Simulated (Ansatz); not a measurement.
**CHGaO (singlet): correlated methods under varied settings at a displaced geometry (v2)**

What do other methods and options give for CHGaO (singlet) at this geometry, and how long do they take?

The runs use Ansatz 0.2.0, Gaussian basis; the settings change from run to run.

21 further runs of the same task are left out: 1 for a known fault of the program, 10 that didn't finish, 10 set aside as unsound or not needed.

## Step 1: The geometry

The geometry is a PBE0/def2-TZVP stationary point (not a proven minimum) with its atoms shifted at random (size 0.100 Å). No spin-orbit coupling is included. The filled d shell of Ga may be among the frozen orbitals whatever the setting's name suggests; the logs give the count.

4 atoms, charge 0, spin multiplicity 1.

Atoms are counted from 1 here; the program's logs count them from 0.

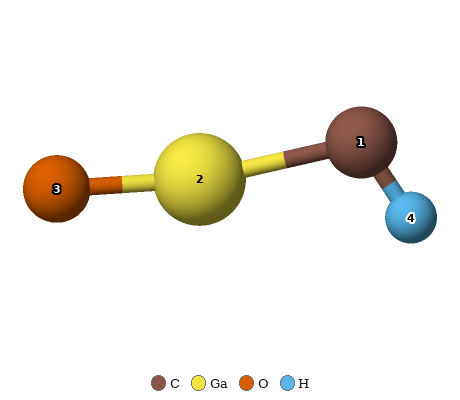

The structure; carbon brown, gallium yellow, oxygen orange, hydrogen blue; atoms are numbered from 1 in the order of the file.

Geometry (Å):

```xyz
4
CHGaO
C     0.13077   -0.19456    1.92346
Ga   -0.03410    0.03370    0.01154
O     0.04252   -0.04727   -1.64541
H     0.12563    0.73771    2.39974
```

## Step 2: CISDT/STO-3G

File in.yaml:

```yaml
crystal:
  periodic: [false, false, false]
  atoms:
    - {symbol: C, position_ang: [0.130774, -0.194556, 1.923460]}
    - {symbol: Ga, position_ang: [-0.034101, 0.033698, 0.011540]}
    - {symbol: O, position_ang: [0.042520, -0.047272, -1.645406]}
    - {symbol: H, position_ang: [0.125628, 0.737712, 2.399736]}
basis:
  gaussian: {orbitals: STO-3G}
correlation: {active_space: {ras: {orbitals: [7, 0, 6], electrons: 14, max_holes: 3, max_particles: 3}, fixed_orbitals: true}}
```

Run with:

```
$ ansatz run in.yaml --threads 1 --pin off --events-out ev --progress --plain --max-ram 2393MiB
```

Standard output:

```text
Functional definition: HF
  name "HF"
  cite "Fock, Z. Phys. 61, 126 (1930) doi:10.1007/BF01340294"
  parent pbe
  exchange = exact_x
  correlation = 0
329 factors; integrals over basis functions are off by at most 3.6e-5 eV
mean field evaluation 1: about -54752.2631 eV, gradient 4.9e1 eV
mean field evaluation 2: about -54752.3100 eV, gradient 4.9e1 eV
mean field evaluation 4: about -54762.2880 eV, gradient 1.1e1 eV
mean field evaluation 8: about -54763.1271 eV, gradient 5.2e-1 eV
mean field evaluation 16: about -54763.1285 eV, gradient 2.0e-6 eV
mean field -54763.12847543 eV, -2012.5078516905 hartree, gradient 2.1e-6 eV, S^2 0.000000; 2 other end points of the search recorded, 0 dependent functions left out
reference -54763.12847543 eV, -2012.5078516905 hartree; 23, 23 occupied and 6, 6 virtual orbitals, 329 factors
state -54768.33123183 eV, -2012.6990494617 hartree
Total energy: -54768.33123183 eV, -2012.6990494617 hartree
```

Run time: 1.6 s. Hardware: 1 thread of Arm Neoverse N1, shared host.

From the report: 30,339 determinants.

## Step 3: BCCD on RHF/6-31G

in.yaml, as its differences from that of step 2:

```diff
@@ -8,3 +8,5 @@
 basis:
-  gaussian: {orbitals: STO-3G}
-correlation: {active_space: {ras: {orbitals: [7, 0, 6], electrons: 14, max_holes: 3, max_particles: 3}, fixed_orbitals: true}}
+  gaussian: {orbitals: 6-31G}
+magnetization: {spin_polarized: false}
+correlation: {method: bccd, electrons: all}
+scf: {lower_state_search: off}
```

Same command.

Standard output, shortened:

```text
Functional definition: HF
  name "HF"
  cite "Fock, Z. Phys. 61, 126 (1930) doi:10.1007/BF01340294"
  parent pbe
[...]
489 factors; integrals over basis functions are off by at most 3.8e-4 eV
[...]
mean field -55401.97942063 eV, -2035.9851908978 hartree, gradient 8.3e-6 eV, S^2 0.000000; 0 other end points of the search recorded, 0 dependent functions left out
reference -55401.97942063 eV, -2035.9851908978 hartree; 23, 23 occupied and 26, 26 virtual orbitals, 489 factors
second order -13.31581990 eV of doubles, -0.00000000 eV of singles
cycle   1  -11.28469379 eV  change     2.0e0 eV  update   2.4e-1
[...]
cycle  19  -12.64374914 eV  change   -4.9e-5 eV  update   4.8e-5
Total energy: -55414.62316977 eV, -2036.4498401085 hartree
Checks for a lower state left out: stability, starts, cluster_reference, orbital_swaps, neighbouring_geometries, increment
```

Run time: 7 s. Hardware: 1 thread of Arm Neoverse N1, shared host.

From the report: correlation -12.6437 eV; largest double amplitude 0.10.

## Step 4: MP2 on RHF/cc-pVDZ

in.yaml, as its differences from that of step 3:

```diff
@@ -8,5 +8,5 @@
 basis:
-  gaussian: {orbitals: 6-31G}
+  gaussian: {orbitals: cc-pVDZ}
 magnetization: {spin_polarized: false}
-correlation: {method: bccd, electrons: all}
-scf: {lower_state_search: off}
+correlation: {method: mp2, electrons: valence}
+output: {forces: true}
```

Same command.

Standard output, shortened:

```text
Functional definition: HF
  name "HF"
  cite "Fock, Z. Phys. 61, 126 (1930) doi:10.1007/BF01340294"
  parent pbe
[...]
631 factors; integrals over basis functions are off by at most 4.9e-4 eV
[...]
mean field -55411.25727570 eV, -2036.3261457826 hartree, gradient 8.3e-6 eV, S^2 0.000000; 3 other end points of the search recorded, 0 dependent functions left out; unrestricted orbitals would lower it
11 core orbitals not correlated: weight in the atoms' cores, before any rotation towards them, 1.000 or more for the frozen orbitals, at most 0.000 for the correlated occupied ones
reference -55411.25727570 eV, -2036.3261457826 hartree; 12, 12 occupied and 37, 37 virtual orbitals, 631 factors
second order -10.55301353 eV of doubles, -0.00000000 eV of singles
[...]
Total energy: -55421.81028923 eV, -2036.7139618770 hartree
Atom 0 at     0.130774    -0.194556     1.923460 Å, force     0.012362    -2.523333    -0.586556 eV/Å
Atom 1 at    -0.034101     0.033698     0.011540 Å, force     0.076871     0.045577     0.122547 eV/Å
Atom 2 at     0.042520    -0.047272    -1.645406 Å, force    -0.057748     0.000545    -0.802819 eV/Å
Atom 3 at     0.125628     0.737712     2.399736 Å, force    -0.031485     2.477210     1.266828 eV/Å
Dipole moment:    -0.066922     0.314867     0.730089 e Å
```

Run time: 3.7 s. Hardware: 1 thread of Arm Neoverse N1, shared host.

## Step 5: BCCD on RHF/6-31G*

in.yaml, as its differences from that of step 4:

```diff
@@ -8,5 +8,4 @@
 basis:
-  gaussian: {orbitals: cc-pVDZ}
+  gaussian: {orbitals: "6-31G*"}
 magnetization: {spin_polarized: false}
-correlation: {method: mp2, electrons: valence}
-output: {forces: true}
+correlation: {method: bccd, electrons: outside_noble_gas}
```

Same command.

Standard output, shortened:

```text
Functional definition: HF
  name "HF"
  cite "Fock, Z. Phys. 61, 126 (1930) doi:10.1007/BF01340294"
  parent pbe
[...]
614 factors; integrals over basis functions are off by at most 6.9e-4 eV
[...]
mean field -55404.20775026 eV, -2036.0670805011 hartree, gradient 3.2e-6 eV, S^2 0.000000; 3 other end points of the search recorded, 0 dependent functions left out; unrestricted orbitals would lower it
determinant -55404.20775026 eV, -2036.0670805011 hartree, with singles and doubles -55414.36731868 eV, -2036.4404377542 hartree
determinant -55401.76823533 eV, -2035.9774299811 hartree, with singles and doubles -55412.12445489 eV, -2036.3580140302 hartree
16 core orbitals not correlated: weight in the atoms' cores, before any rotation towards them, 0.761 or more for the frozen orbitals, at most 0.226 for the correlated occupied ones
reference -55404.20775026 eV, -2036.0670805011 hartree; 7, 7 occupied and 44, 44 virtual orbitals, 614 factors
second order -9.79172526 eV of doubles, -0.00000000 eV of singles
cycle   1  -9.98154537 eV  change    1.8e-1 eV  update   6.4e-2
[...]
cycle  17  -10.06530937 eV  change   -9.5e-6 eV  update   1.5e-5
WARN: the results are in doubt because among natural orbitals full CI differs from the method by -0.211 eV
Total energy: -55414.27305963 eV, -2036.4369737979 hartree
In doubt: among natural orbitals full CI differs from the method by -0.211 eV
```

It took 6.5 s on 1 thread of Arm Neoverse N1, shared host.

From the report: correlation -10.0653 eV; largest double amplitude 0.09. Mind the lines of doubt at the end of the log.

## Step 6: BCCD on UHF/cc-pVDZ

in.yaml, as its differences from that of step 5:

```diff
@@ -8,4 +8,4 @@
 basis:
-  gaussian: {orbitals: "6-31G*"}
-magnetization: {spin_polarized: false}
+  gaussian: {orbitals: cc-pVDZ, point_charges: [{charge: 0.50, position_ang: [3.826, -0.142, -0.330]}]}
+magnetization: {spin_polarized: true, initial_magnetization: 0}
 correlation: {method: bccd, electrons: outside_noble_gas}
```

The command is unchanged.

Standard output, shortened:

```text
Functional definition: HF
  name "HF"
  cite "Fock, Z. Phys. 61, 126 (1930) doi:10.1007/BF01340294"
  parent pbe
[...]
631 factors; integrals over basis functions are off by at most 4.9e-4 eV
[...]
mean field -55412.04093504 eV, -2036.3549447325 hartree, gradient 3.0e-6 eV, S^2 1.338120; 28 other end points of the search recorded, 0 dependent functions left out
determinant -55412.04093504 eV, -2036.3549447325 hartree, with singles and doubles -55421.82171384 eV, -2036.7143817237 hartree
determinant -55412.00939399 eV, -2036.3537856200 hartree, with singles and doubles -55421.78052120 eV, -2036.7128679221 hartree
determinant -55411.99433061 eV, -2036.3532320513 hartree, with singles and doubles -55421.94972332 eV, -2036.7190859852 hartree
determinant -55411.99412186 eV, -2036.3532243798 hartree, with singles and doubles -55421.94570567 eV, -2036.7189383393 hartree
[...]
determinant -55411.97114859 eV, -2036.3523801276 hartree, with singles and doubles -55421.98019280 eV, -2036.7202057181 hartree
determinant -55411.96183985 eV, -2036.3520380378 hartree, with singles and doubles -55421.78225495 eV, -2036.7129316361 hartree
determinant -55411.19243484 eV, -2036.3237629250 hartree, with singles and doubles -55421.66591401 eV, -2036.7086561855 hartree
16 core orbitals not correlated: weight in the atoms' cores, before any rotation towards them, 0.752 or more for the frozen orbitals, at most 0.239 for the correlated occupied ones
reference -55411.99433061 eV, -2036.3532320513 hartree; 7, 7 occupied and 37, 37 virtual orbitals, 631 factors
second order -9.53879639 eV of doubles, -0.00000000 eV of singles
cycle   1  -9.80771262 eV  change    1.9e-1 eV  update   5.6e-2
[...]
cycle  28  -9.89650953 eV  change   -1.1e-5 eV  update   7.8e-6
WARN: the results are in doubt because among natural orbitals full CI differs from the method by +0.484 eV
Total energy: -55421.89084014 eV, -2036.7169220683 hartree
In doubt: among natural orbitals full CI differs from the method by +0.484 eV
```

Wall time 2.2 min (1 thread of Arm Neoverse N1, shared host).

From the report: ⟨S²⟩ of the determinant 0.929 (pure singlet: 0.00); correlation -9.8965 eV; largest double amplitude 0.08. The determinant is far from a pure spin state, so its energy mixes those of several spin states (harmless only where they are near-degenerate, as at dissociation). Mind the lines of doubt at the end of the log.

## Step 7: All runs side by side

 † marks a result that the program doubts.

| level | correlated | functions | energy (eV) | time |
| --- | --- | --- | --- | --- |
| CISDT/STO-3G | outside noble gas | 29 | -54768.3312 | 1.6 s |
| BCCD on RHF/6-31G | all | 49 | -55414.6232 | 7 s |
| MP2 on RHF/cc-pVDZ | valence | 60 | -55421.8103 | 3.7 s |
| BCCD on RHF/6-31G* † | outside noble gas | 67 | -55414.2731 | 6.5 s |
| BCCD on UHF/cc-pVDZ (beside a point charge) † | outside noble gas | 60 | -55421.8908 | 2.2 min |

## Step 8: What came out

| quantity | value |
| --- | --- |
| runs | 5 |
| quickest | CISDT/STO-3G, 1.6 s |
| slowest | BCCD on UHF/cc-pVDZ (beside a point charge) †, 2.2 min |

**Reading.** Total energies in different bases, with other cores or another treatment of relativity can't be set against each other. BCCD on UHF/cc-pVDZ (beside a point charge) † took 82 times as long as CISDT/STO-3G; the jobs differ in more than the method.
